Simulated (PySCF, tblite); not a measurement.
# B2Cl4: changes of charge

Wanted: changes of charge for B2Cl4 (`ClB(Cl)B(Cl)Cl`).

Programs: tblite 0.8.0 and PySCF 2.14.0, with routines of our own; each step states its level. All values are computed. Atoms count from 0.

## 1. The starting structure

6 atoms, charge 0, multiplicity 1; geometry from: start built from the parent or by distance geometry.

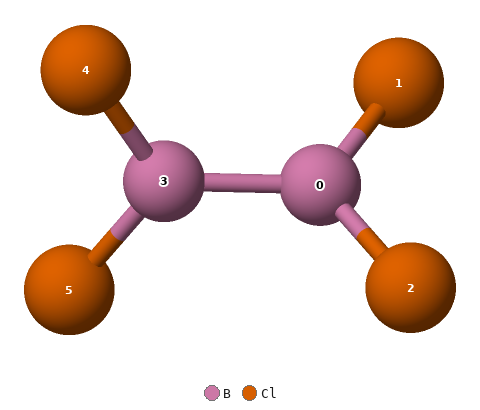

The starting geometry (boron pink, chlorine orange).

## 2. Relaxing the molecule with GFN2-xTB

What the job is given:

```
{"job": {"kind": "relax", "xc": "GFN2-xTB", "basis": "xTB"}, "charge": 0, "multiplicity": 1}
B      0.090800     0.570400    -0.627200
Cl    -1.301100     1.427700    -1.267400
Cl     1.617900     0.945200    -1.319100
B     -0.078100    -0.561200     0.603600
Cl    -0.249600    -0.112100     2.282200
Cl    -0.073500    -2.266000     0.284700
```

Launch:

```console
$ OMP_NUM_THREADS=1 python redox_run.py task.json out
```

The driver reads the jobs from task.json and runs them one after another.

What it wrote:

```text
step      E/eV     max force
  0    -565.21036    0.627
  1    -565.22344    0.312
  2    -565.22877    0.115
  3    -565.22905    0.084
  4    -565.22942    0.033
  5    -565.22946    0.026
  6    -565.22953    0.011
  7    -565.22954    0.010
```

Wall time 0.04 s (1 thread of Arm Neoverse V2, shared host).

Along the way:

```csv
step,energy from step 0 (eV),largest force (eV/Å)
0,0.0000,0.6268
1,-0.0131,0.3125
2,-0.0184,0.1145
3,-0.0187,0.0842
4,-0.0191,0.0326
5,-0.0191,0.0255
6,-0.0192,0.0108
7,-0.0192,0.0097
```

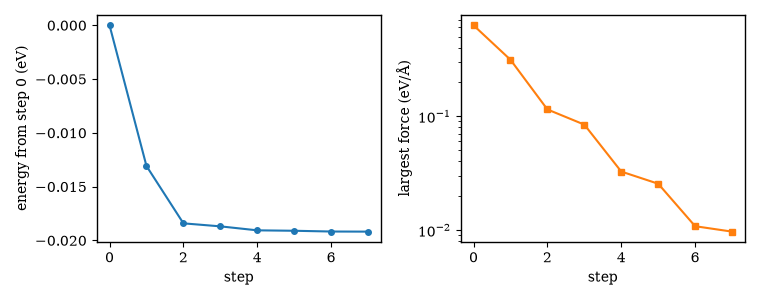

Energy and largest force along the relaxation.

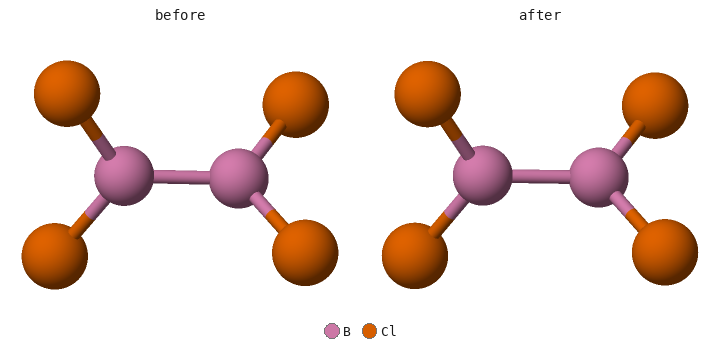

Before and after, at one scale.

Close pairs (by a distance rule), those that changed most:

```csv
bond,before (Å),after (Å),change (Å)
B0–Cl1,1.756,1.720,-0.035
B3–Cl4,1.746,1.720,-0.026
B0–B3,1.680,1.702,+0.022
B3–Cl5,1.734,1.721,-0.014
B0–Cl2,1.718,1.720,+0.002
```

The final coordinates are the input of the step that follows.

## 3. Vibrational analysis with GFN2-xTB

What the job is given:

```
{"job": {"kind": "ir", "xc": "GFN2-xTB", "basis": "xTB"}, "charge": 0, "multiplicity": 1}
B      0.078977     0.578502    -0.627644
Cl    -1.281096     1.418863    -1.263063
Cl     1.609930     0.947799    -1.320022
B     -0.079438    -0.571326     0.617706
Cl    -0.247855    -0.110690     2.266394
Cl    -0.074264    -2.259178     0.283479
```

What it wrote:

```text
mode    cm-1     km/mol
  1       9.0      0.00
  2      73.1      1.06
  3      80.6      1.35
  4     171.7      0.00
  5     277.2     11.80
  6     372.9      0.00
  7     417.6      3.07
  8     448.4      2.31
  9     688.0     10.73
 10     703.1     68.89
 11     705.9     48.91
 12     901.7      0.00
ZPE 29.005  H(298)-E 51.594  G(298)-E -58.312 kJ/mol  S 368.63 J/(mol K)
```

It took 0.19 s on 1 thread of Arm Neoverse V2, shared host.

Which atoms move in the most intense modes:

```csv
cm⁻¹,km/mol,atoms
73,1.1,"Cl5 23 %, Cl2 22 %, Cl4 22 %, Cl1 22 %"
81,1.4,"Cl1 21 %, Cl2 21 %, Cl5 21 %, Cl4 21 %"
277,11.8,"Cl2 22 %, Cl1 22 %, Cl5 22 %, Cl4 22 %"
418,3.1,"B0 41 %, B3 41 %"
448,2.3,"B3 44 %, B0 44 %"
688,10.7,"B0 36 %, B3 36 %"
703,68.9,"B0 43 %, B3 42 %"
706,48.9,"B3 44 %, B0 43 %"
```

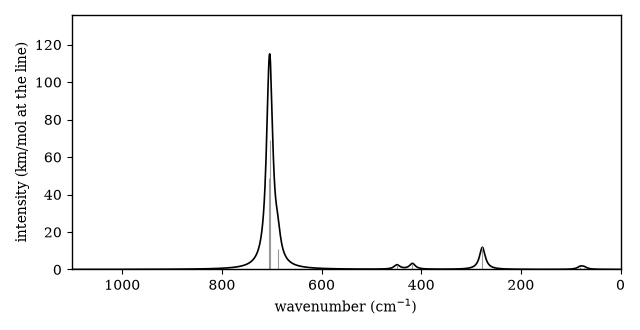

The infrared spectrum from these modes, unscaled. Lines are broadened to a width of 14 cm⁻¹ (Lorentzian).

## 4. Geometry optimisation at BP86-D3(BJ)/ma-def2-SVP

The job, as its differences from that of step 3:

```diff
@@ -1,2 +1,2 @@
-{"job": {"kind": "ir", "xc": "GFN2-xTB", "basis": "xTB"}, "charge": 0, "multiplicity": 1}
+{"job": {"xc": "BP86", "basis": "ma-def2-SVP", "d3": "d3bj", "grid": 1, "kind": "geom"}, "charge": 0, "multiplicity": 1}
 B      0.078977     0.578502    -0.627644
```

What it wrote:

```text
step   0  E = -1890.23901816  max force = 0.023231
step   1  E = -1890.24311782  max force = 0.006725
step   2  E = -1890.24341541  max force = 0.001376
step   3  E = -1890.24346942  max force = 0.000690
step   4  E = -1890.24350605  max force = 0.001189
step   5  E = -1890.24351996  max force = 0.000699
step   6  E = -1890.24353427  max force = 0.000119
optimisation converged
```

Wall time 33 s (1 thread of Arm Neoverse V2, shared host).

The steps of the relaxation:

```csv
step,energy from step 0 (eV),largest force component (eV/Å)
0,0.0000,1.1946
1,-0.1116,0.3458
2,-0.1197,0.0708
3,-0.1211,0.0355
4,-0.1221,0.0611
5,-0.1225,0.0359
6,-0.1229,0.0061
```

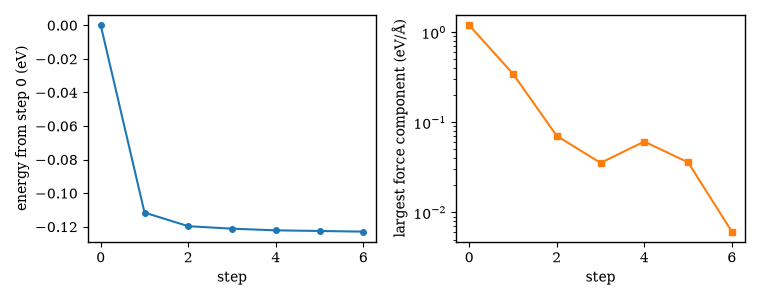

Energy and largest force along the relaxation.

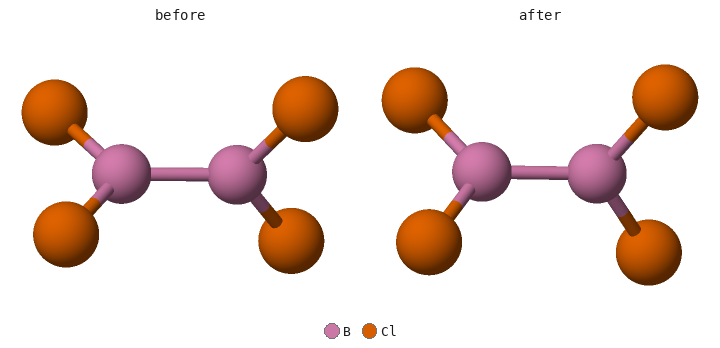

Before and after, at one scale.

Distances of close pairs at the start and the end, largest changes first:

```csv
bond,before (Å),after (Å),change (Å)
B3–Cl4,1.720,1.762,+0.042
B0–Cl2,1.720,1.762,+0.041
B3–Cl5,1.721,1.762,+0.041
B0–Cl1,1.720,1.762,+0.041
B0–B3,1.702,1.696,-0.006
```

The end geometry stands in the next job.

```csv
at the end point,value
"rotational constants (GHz, main isotopes)","1.560, 0.850, 0.837"
dipole moment (D),0.01
```

## 5. Single point (B2Cl4): TPSSh-D3(BJ)/ma-def2-SVP

Geometry: BP86-D3(BJ)/ma-def2-SVP.

What the job is given:

```
{"job": {"kind": "sp", "xc": "TPSSh", "basis": "ma-def2-SVP", "d3": "d3bj", "grid": 3}, "charge": 0, "multiplicity": 1}
B      0.091858     0.565950    -0.631835
Cl    -1.321334     1.288567    -1.395918
Cl     1.702498     1.043511    -1.162336
B     -0.093984    -0.571098     0.613268
Cl    -0.133090    -0.033905     2.291080
Cl    -0.246933    -2.287555     0.246136
```

What it wrote:

```text
coarse grid: 35624 points
cycle   1  E = -1890.1223437909  dE =  5.496e-01  |g| = 2.595e-01  |ddm| = 4.232e+00
cycle   2  E = -1890.0885556649  dE =  3.379e-02  |g| = 4.324e-01  |ddm| = 9.605e-01
cycle   3  E = -1890.1412063008  dE = -5.265e-02  |g| = 4.831e-02  |ddm| = 8.581e-01
cycle   4  E = -1890.1418793049  dE = -6.730e-04  |g| = 1.232e-02  |ddm| = 1.785e-01
cycle   5  E = -1890.1419219116  dE = -4.261e-05  |g| = 7.490e-04  |ddm| = 4.020e-02
cycle   6  E = -1890.1419220688  dE = -1.572e-07  |g| = 2.583e-04  |ddm| = 3.597e-03
final grid: 103616 points
cycle   7  E = -1890.1419707175  dE = -2.208e-08  |g| = 3.251e-04  |ddm| = 2.838e-03
cycle   8  E = -1890.1419706741  dE =  4.334e-08  |g| = 5.025e-04  |ddm| = 1.518e-03
cycle   9  E = -1890.1419707482  dE = -7.407e-08  |g| = 7.149e-05  |ddm| = 9.728e-04
cycle  10  E = -1890.1419707497  dE = -1.465e-09  |g| = 7.101e-06  |ddm| = 2.952e-04
converged SCF energy = -1890.1419707497
```

It took 7.3 s on 1 thread of Arm Neoverse V2, shared host.

## 6. Single point (B₂Cl₄− (doublet)): TPSSh-D3(BJ)/ma-def2-SVP

Geometry: BP86-D3(BJ)/ma-def2-SVP, that of another charge or spin state.

What the job is given:

```
{"job": {"kind": "sp", "xc": "TPSSh", "basis": "ma-def2-SVP", "d3": "d3bj", "grid": 3}, "charge": -1, "multiplicity": 2}
B      0.091858     0.565950    -0.631835
Cl    -1.321334     1.288567    -1.395918
Cl     1.702498     1.043511    -1.162336
B     -0.093984    -0.571098     0.613268
Cl    -0.133090    -0.033905     2.291080
Cl    -0.246933    -2.287555     0.246136
```

What it wrote:

```text
final grid: 103616 points
cycle   1  E = -1890.0892947360  dE =  4.072e-02  |g| = 3.342e-01  |ddm| = 3.086e+00
cycle   2  E = -1889.9312180035  dE =  1.581e-01  |g| = 6.257e-01  |ddm| = 3.606e+00
cycle   3  E = -1890.1643380187  dE = -2.331e-01  |g| = 4.576e-02  |ddm| = 1.552e+00
cycle   4  E = -1890.1650017794  dE = -6.638e-04  |g| = 2.961e-02  |ddm| = 1.944e-01
cycle   5  E = -1890.1653259283  dE = -3.241e-04  |g| = 2.091e-02  |ddm| = 1.805e-01
cycle   6  E = -1890.1656429511  dE = -3.170e-04  |g| = 9.215e-04  |ddm| = 7.992e-02
cycle   7  E = -1890.1656443166  dE = -1.366e-06  |g| = 3.574e-04  |ddm| = 1.396e-02
cycle   8  E = -1890.1656444689  dE = -1.523e-07  |g| = 1.160e-04  |ddm| = 4.352e-03
cycle   9  E = -1890.1656444770  dE = -8.079e-09  |g| = 5.332e-05  |ddm| = 5.216e-04
converged SCF energy = -1890.1656444770
```

Run time: 16 s. Hardware: 1 thread of Arm Neoverse V2, shared host.

## 7. Relaxing the molecule with GFN2-xTB

This step treats B₂Cl₄− (doublet), labelled `ClB(Cl)[B-](Cl)Cl` (the label fixes atoms and charge, not where charge and spin sit).

What the job is given:

```
{"job": {"kind": "relax", "xc": "GFN2-xTB", "basis": "xTB"}, "charge": -1, "multiplicity": 2}
B      0.108100     0.559800    -0.637100
Cl    -1.332100     1.297200    -1.418900
Cl     1.719900     1.035900    -1.159100
B     -0.096500    -0.556500     0.592700
Cl    -0.136300    -0.037700     2.302400
Cl    -0.257900    -2.289300     0.237400
```

What it wrote:

```text
step      E/eV     max force
  0    -570.66811    1.347
  1    -570.72397    0.661
  2    -570.77567    0.646
  3    -570.80776    0.829
  4    -571.04663    1.675
  5    -571.13981    1.090
  6    -571.23683    1.037
  7    -571.32549    0.913
  8    -571.44663    1.345
  9    -571.58324    1.520
 10    -571.73134    1.898
 11    -571.86795    1.335
 12    -571.92105    1.015
 13    -571.94136    1.407
 14    -571.97897    0.336
 15    -571.98373    0.208
 16    -571.98658    0.177
 17    -571.98798    0.176
 18    -571.98979    0.135
 19    -571.99048    0.079
 20    -571.99096    0.069
 21    -571.99117    0.047
 22    -571.99127    0.042
 23    -571.99136    0.047
 24    -571.99149    0.051
 25    -571.99162    0.042
 26    -571.99169    0.020
 27    -571.99170    0.008
```

Run time: 0.16 s. Hardware: 1 thread of Arm Neoverse V2, shared host.

Step by step:

```csv
step,energy from step 0 (eV),largest force (eV/Å)
0,0.0000,1.3471
1,-0.0559,0.6614
2,-0.1076,0.6461
3,-0.1397,0.8293
4,-0.3785,1.6750
5,-0.4717,1.0904
6,-0.5687,1.0367
7,-0.6574,0.9125
8,-0.7785,1.3453
9,-0.9151,1.5199
10,-1.0632,1.8976
11,-1.1998,1.3352
12,-1.2529,1.0154
13,-1.2733,1.4075
14,-1.3109,0.3359
15,-1.3156,0.2076
16,-1.3185,0.1774
17,-1.3199,0.1764
18,-1.3217,0.1351
19,-1.3224,0.0791
20,-1.3229,0.0687
21,-1.3231,0.0470
22,-1.3232,0.0419
23,-1.3233,0.0467
24,-1.3234,0.0513
25,-1.3235,0.0415
26,-1.3236,0.0199
27,-1.3236,0.0082
```

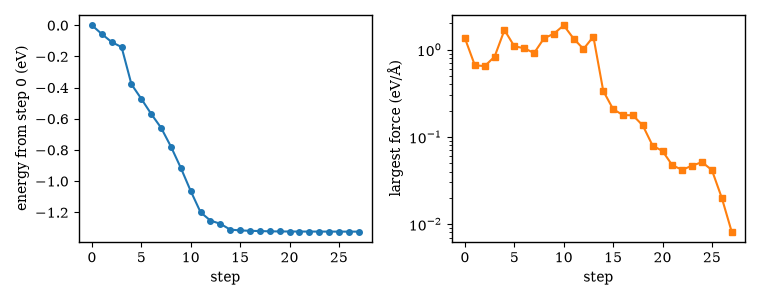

Energy and force, step by step.

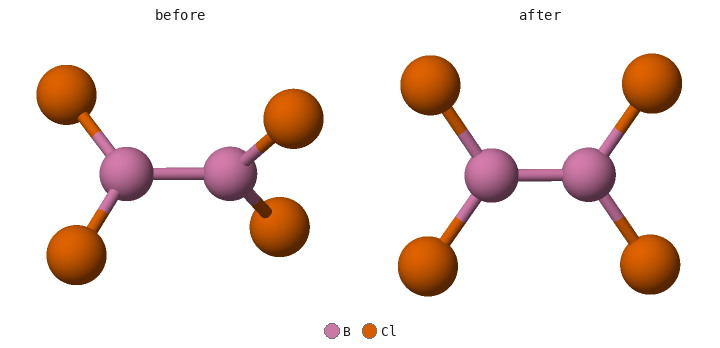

The geometry before (left) and after (right).

Close pairs (by a distance rule), those that changed most:

```csv
bond,before (Å),after (Å),change (Å)
B0–B3,1.673,1.570,-0.103
B0–Cl2,1.760,1.800,+0.041
B3–Cl5,1.776,1.800,+0.024
B3–Cl4,1.787,1.801,+0.014
B0–Cl1,1.797,1.800,+0.003
```

The next job starts from the end point, and lists it.

(Part 1 of 2 ends here.)
